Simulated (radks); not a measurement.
# Polarisabilities and dispersion coefficients of Ca, Sc⁺, Ti²⁺ and others

Aim: static dipole polarisabilities and C6 coefficients, each species in its NIST ground configuration. After each ground state the linear response is solved; its values go to the run's result record, not to the log. Response by self-consistent Sternheimer equations with the Hartree and adiabatic LDA kernel, the relativistic mass of each level held fixed and spin-orbit coupling left out.

Method: scalar-relativistic Kohn-Sham, LDA (Slater exchange, Perdew-Wang correlation), spin-unpolarised, spherical densities, finite nucleus. Code: radks (a radial shooting solver on a logarithmic mesh, Libxc functionals) version 1.

## (1) Starting point

| Property | Result |
| --- | --- |
| species | Ca ([Ar] 4s2), Sc⁺ ([Ar] 3d1 4s1), Ti²⁺ ([Ar] 3d2), V³⁺ ([Ar] 3d2), Cr⁴⁺ ([Ar] 3d2), Mn⁵⁺ ([Ar] 3d2), Fe⁶⁺ ([Ar] 3d2), Co⁷⁺ ([Ar] 3d2), Ni⁸⁺ ([Ar] 3d2) |

In the logs a row gives level, spin channel, occupation and eigenvalue; Etot, Ekin, Encl (electron-nucleus), Eh (Hartree) and Exc are energies, all in hartree; err is the last residual, it the number of iterations.

## (2) Ca, [Ar] 4s2

Settings of this run:

```text
Z 20
configuration [Ar] 4s2
relativity scalar-relativistic
functional lda,pw
spin unpolarised
nucleus finite rms 3.4776 fm
c 137.035999084
response adiabatic LDA kernel
```

Output:

```text
1s      1   2.0000        -144.71842253
2s      1   2.0000         -15.18170870
2p      1   6.0000         -12.29560131
3s      1   2.0000          -1.72105552
3p      1   6.0000          -1.02844905
4s      1   2.0000          -0.14200983
Etot -678.6903756037079
Ekin 682.8662463500107
Encl -1613.547123508797
Eh 286.2933242799339
Exc -34.30282272485542
err 1.312914014013516e-09
it 13
```

4s is the highest filled level (-3.864 eV). The response step gives α = 146.5 bohr³ (271.8 without the induced potential) and C6 = 1953 hartree bohr⁶.

Radial moments (bohr):

```
level  occupation  energy (eV)      <r>  outermost maximum (interpolated)  90 % within  nodes
   1s           2      -3938.0  0.07702                            0.0504        0.138      0
   2s           2      -413.12   0.3655                             0.301        0.569      1
   2p           6      -334.58   0.3284                             0.247        0.542      0
   3s           2      -46.832    1.158                             0.993         1.74      2
   3p           6      -27.986    1.274                              1.05         1.97      1
   4s           2       -3.864    3.973                              3.32         5.97      3
```

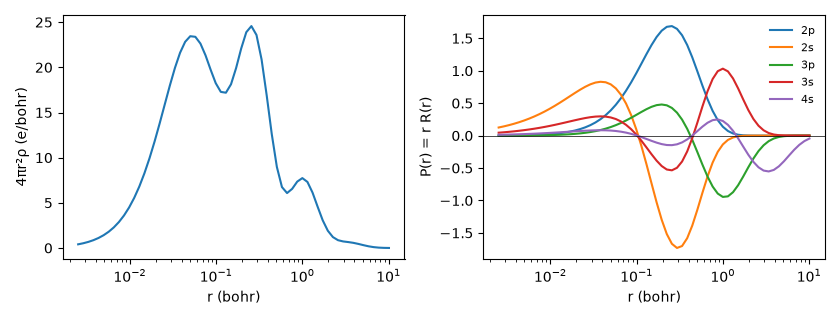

Radial density (left) and radial functions of outer levels (right).

## (3) Sc⁺, [Ar] 3d1 4s1

Settings of this run:

```text
Z 21
configuration [Ar] 3d1 4s1
relativity scalar-relativistic
functional lda,pw
spin unpolarised
nucleus finite rms 3.5459 fm
c 137.035999084
response adiabatic LDA kernel
```

Output:

```text
1s      1   2.0000        -161.41518715
2s      1   2.0000         -17.64122606
2p      1   6.0000         -14.52053279
3s      1   2.0000          -2.27091709
3p      1   6.0000          -1.49345398
3d      1   1.0000          -0.37591999
4s      1   1.0000          -0.36577321
Etot -762.0589481893256
Ekin 767.4004350151133
Encl -1807.0389349620166
Eh 314.5108291945254
Exc -36.93127743694781
err 5.62360047973379e-10
it 14
```

4s is the highest filled level (-9.953 eV). The response step gives α = 52.26 bohr³ (74.38 without the induced potential) and C6 = 340.5 hartree bohr⁶.

## (4) Ti²⁺, [Ar] 3d2

Settings of this run:

```text
Z 22
configuration [Ar] 3d2
relativity scalar-relativistic
functional lda,pw
spin unpolarised
nucleus finite rms 3.5921 fm
c 137.035999084
response adiabatic LDA kernel
```

Output:

```text
1s      1   2.0000        -179.05539698
2s      1   2.0000         -20.26427475
2p      1   6.0000         -16.90313228
3s      1   2.0000          -2.87616035
3p      1   6.0000          -2.01268079
3d      1   2.0000          -0.73231441
Etot -850.9392476129225
Ekin 857.6453397289873
Encl -2013.3140808645667
Eh 344.42259615380266
Exc -39.69310263114592
err 1.8860945459121043e-10
it 14
```

The top filled level is 3d, -19.927 eV. The response step gives α = 5.456 bohr³ (6.879 without the induced potential) and C6 = 16.26 hartree bohr⁶.

## (5) V³⁺, [Ar] 3d2

Settings of this run:

```text
Z 23
configuration [Ar] 3d2
relativity scalar-relativistic
functional lda,pw
spin unpolarised
nucleus finite rms 3.6002 fm
c 137.035999084
response adiabatic LDA kernel
```

Output:

```text
1s      1   2.0000        -197.92488022
2s      1   2.0000         -23.37701985
2p      1   6.0000         -19.76508218
3s      1   2.0000          -3.80168153
3p      1   6.0000          -2.83974618
3d      1   2.0000          -1.36773324
Etot -945.1616908995383
Ekin 953.4858258472232
Encl -2226.6761248767343
Eh 370.2570189725073
Exc -42.228410842534316
err 2.222531585720207e-11
it 15
```

Highest occupied level: 3d at -37.218 eV. The response step gives α = 2.342 bohr³ (3.154 without the induced potential) and C6 = 6.008 hartree bohr⁶.

## (6) Cr⁴⁺, [Ar] 3d2

Settings of this run:

```text
Z 24
configuration [Ar] 3d2
relativity scalar-relativistic
functional lda,pw
spin unpolarised
nucleus finite rms 3.6452 fm
c 137.035999084
response adiabatic LDA kernel
```

Output:

```text
1s      1   2.0000        -217.85250329
2s      1   2.0000         -26.77647173
2p      1   6.0000         -22.90581906
3s      1   2.0000          -4.86468790
3p      1   6.0000          -3.80071830
3d      1   2.0000          -2.14161783
Etot -1044.6881137932273
Ekin 1054.8883639520566
Encl -2450.5062212914363
Eh 395.67157155483255
Exc -44.74182800868009
err 1.2876560707715568e-11
it 15
```

Highest occupied level: 3d at -58.276 eV. The response step gives α = 1.384 bohr³ (1.928 without the induced potential) and C6 = 2.988 hartree bohr⁶.

## (7) Mn⁵⁺, [Ar] 3d2

Settings of this run:

```text
Z 25
configuration [Ar] 3d2
relativity scalar-relativistic
functional lda,pw
spin unpolarised
nucleus finite rms 3.7057 fm
c 137.035999084
response adiabatic LDA kernel
```

Output:

```text
1s      1   2.0000        -238.83320704
2s      1   2.0000         -30.45301060
2p      1   6.0000         -26.31538855
3s      1   2.0000          -6.05519653
3p      1   6.0000          -4.88629245
3d      1   2.0000          -3.04314139
Etot -1149.5194645605586
Ekin 1161.8787462511586
Encl -2685.0110161734947
Eh 420.8570059736679
Exc -47.2442006118906
err 3.607542235937187e-09
it 14
```

Highest occupied level: 3d at -82.808 eV. The response step gives α = 0.9333 bohr³ (1.324 without the induced potential) and C6 = 1.701 hartree bohr⁶.

## (8) Fe⁶⁺, [Ar] 3d2

Settings of this run:

```text
Z 26
configuration [Ar] 3d2
relativity scalar-relativistic
functional lda,pw
spin unpolarised
nucleus finite rms 3.7377 fm
c 137.035999084
response adiabatic LDA kernel
```

Output:

```text
1s      1   2.0000        -260.86685162
2s      1   2.0000         -34.40255709
2p      1   6.0000         -29.98923504
3s      1   2.0000          -7.36882067
3p      1   6.0000          -6.09233549
3d      1   2.0000          -4.06703947
Etot -1259.663055874323
Ekin 1274.4913187753032
Encl -2930.3156897155163
Eh 445.9020697640566
Exc -49.74075469816647
err 2.1453960853306823e-09
it 14
```

3d is the highest filled level (-110.67 eV). The response step gives α = 0.6752 bohr³ (0.9681 without the induced potential) and C6 = 1.049 hartree bohr⁶.

## (9) Co⁷⁺, [Ar] 3d2

Settings of this run:

```text
Z 27
configuration [Ar] 3d2
relativity scalar-relativistic
functional lda,pw
spin unpolarised
nucleus finite rms 3.7875 fm
c 137.035999084
response adiabatic LDA kernel
```

Output:

```text
1s      1   2.0000        -283.95520267
2s      1   2.0000         -38.62323607
2p      1   6.0000         -33.92492161
3s      1   2.0000          -8.80330005
3p      1   6.0000          -7.41664620
3d      1   2.0000          -5.21029663
Etot -1375.1295323919755
Ekin 1392.7651474770614
Encl -3186.5170811023763
Eh 470.8568932079289
Exc -52.23449197458939
err 1.392837690521577e-09
it 14
```

The top filled level is 3d, -141.78 eV. The response step gives α = 0.5103 bohr³ (0.7361 without the induced potential) and C6 = 0.6830 hartree bohr⁶.

## (10) Ni⁸⁺, [Ar] 3d2

Settings of this run:

```text
Z 28
configuration [Ar] 3d2
relativity scalar-relativistic
functional lda,pw
spin unpolarised
nucleus finite rms 3.7757 fm
c 137.035999084
response adiabatic LDA kernel
```

Output:

```text
1s      1   2.0000        -308.10119436
2s      1   2.0000         -43.11429093
2p      1   6.0000         -38.12104302
3s      1   2.0000         -10.35738198
3p      1   6.0000          -8.85792362
3d      1   2.0000          -6.47099654
Etot -1495.9321984418636
Ekin 1516.7443380462432
Encl -3453.7027379042365
Eh 495.75357366917615
Exc -54.727372253046525
err 9.52056385430756e-10
it 14
```

Highest occupied level: 3d at -176.08 eV. The response step gives α = 0.3977 bohr³ (0.5757 without the induced potential) and C6 = 0.4632 hartree bohr⁶.

## (11) Results

```
species  −ε(HOMO) (eV)  α (bohr³)  α uncoupled (bohr³)  C6 (hartree bohr⁶)  C8 (hartree bohr⁸)  recommended α (bohr³)
     Ca          3.864      146.5                271.8                1953              215852                  160.8
    Sc⁺          9.953      52.26                74.38               340.5                   -                      -
   Ti²⁺         19.927      5.456                6.879               16.26                   -                      -
    V³⁺         37.218      2.342                3.154               6.008                   -                      -
   Cr⁴⁺         58.276      1.384                1.928               2.988                   -                      -
   Mn⁵⁺         82.808     0.9333                1.324               1.701                   -                      -
   Fe⁶⁺         110.67     0.6752               0.9681               1.049                   -                      -
   Co⁷⁺         141.78     0.5103               0.7361              0.6830                   -                      -
   Ni⁸⁺         176.08     0.3977               0.5757              0.4632                   -                      -
```

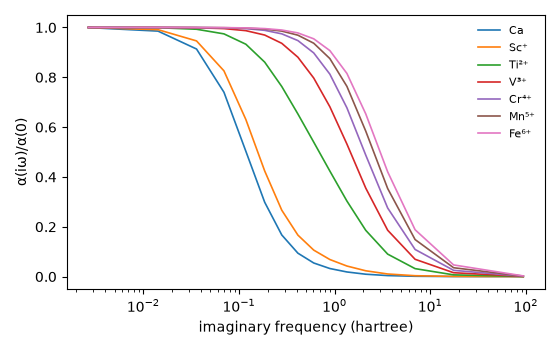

Polarisability at imaginary frequency, each scaled by its static value.

Uncoupled leaves out the potential induced by the response; C6 and C8 are for like pairs. Ca is the most polarisable and Ni⁸⁺ the least, a factor 368 apart. For the pair Ca–Ni⁸⁺ the Casimir-Polder integral gives C6 = 11.67, the rule 2·Ca·Cb/(Ca·αb/αa + Cb·αa/αb) on the like-pair values 10.28. Against the recommended values (Schwerdtfeger and Nagle, 2023 table) the misses are Ca -9 %. C8 is given only where no p, d or f shell is open. For heavy and open-shell atoms this level can miss by tens of per cent.
